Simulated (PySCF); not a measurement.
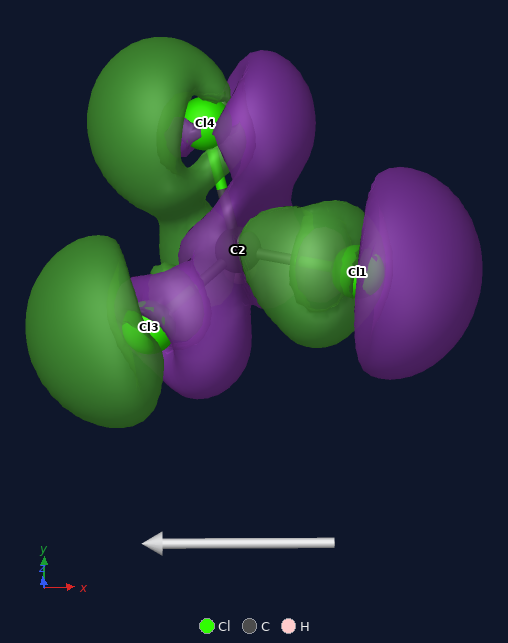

Figure 1: CHCl3, SMILES `ClC(Cl)Cl`. Change of the electron density in a uniform field of 0.21 V/Å along −x (arrow), surfaces at ±0.001 e/Å³ (purple: gain, green: loss).

Level of theory: ωB97X/def2-TZVP (PySCF), at a geometry from GFN2-xTB. No frequency check shows the geometry to be a minimum. A basis without diffuse functions makes polarisabilities too small. GFN2-xTB bond lengths at metals and heavier atoms can be off by up to 0.1 Å and shapes distorted, which carries into these values.

The field was applied in both directions; the picture shows the one opposite to the script's first.

> How large is the response?

The induced dipole is 0.54 D (along the field); α along this axis, from the fields in both directions, is 53 bohr³ (7.8 Å³).

Cost of the run: 28 s on 1 thread of Intel(R) Xeon(R) Platinum 8375C CPU @ 2.90GHz (Ice Lake) (shared host), peak memory 0.68 GiB.
